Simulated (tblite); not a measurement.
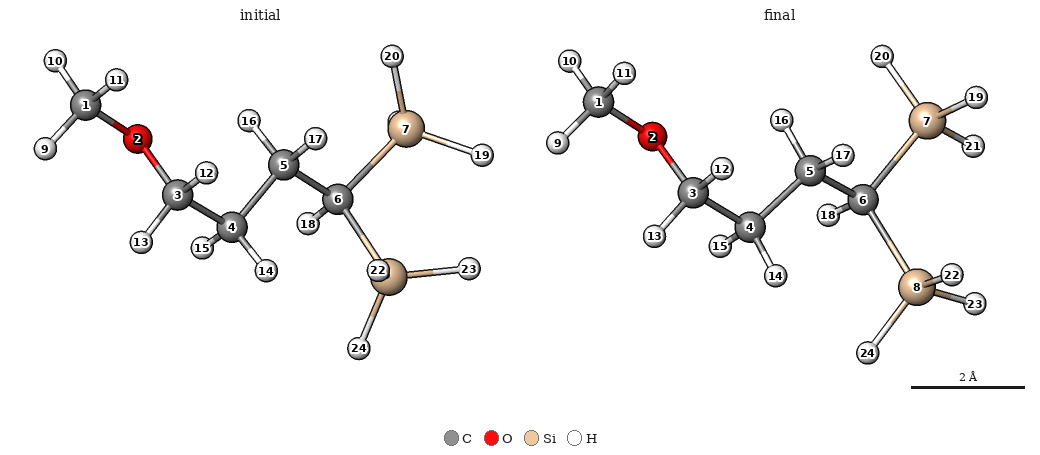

The structure of C5H16OSi2 before (left) and after (right) a relaxation, at one scale.

The picture is a ball-and-stick view, seen at a tilt.

Method: GFN2-xTB geometry optimisation, gas phase (tblite). 

Question: Describe what moved and what it gained.

Answer: H19 moves most after the best rigid fit: 1.40 Å. Largest moves by element: H 1.40 Å, Si 0.38 Å, C 0.19 Å, O 0.11 Å. Near-neighbour distances that change, for instance: C6–Si8 1.861 → 1.906 Å, C5–H16 1.132 → 1.093 Å, C6–Si7 1.869 → 1.907 Å, C4–C5 1.503 → 1.527 Å. Bond angles that change, for instance: C4–C5–C6 105.9° → 113.5°, C4–C5–H17 115.0° → 109.0°, C5–C6–Si8 108.0° → 113.0°. Groups turn about C6–Si7 by about 60°, C6–Si8 by about 35°. The energy falls by 63.4 kJ/mol in 245 geometry steps. Cost: 3.8 s on 1 thread of Arm Neoverse N1 (shared host).
